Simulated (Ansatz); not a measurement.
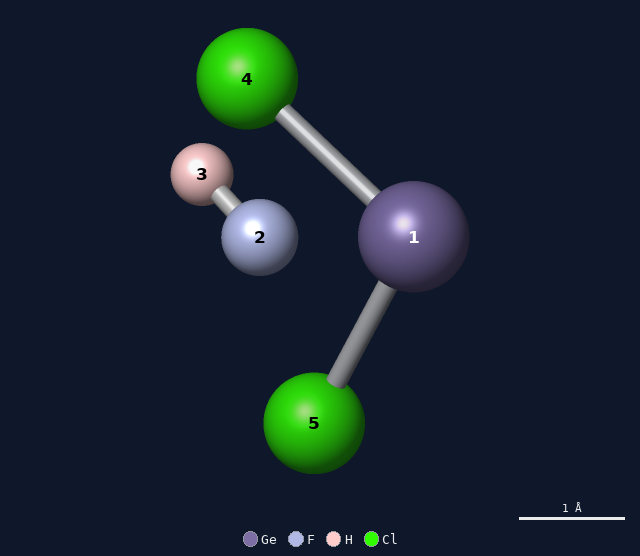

Numbered structure. The computed structure is the end point of a PBE0-D4/def2-TZVP optimisation.

Describe the coordination of atom 1.

Ge1 has 2 neighbours (Cl4 at 2.25, Cl5 at 2.18 Å); the arrangement is bent.
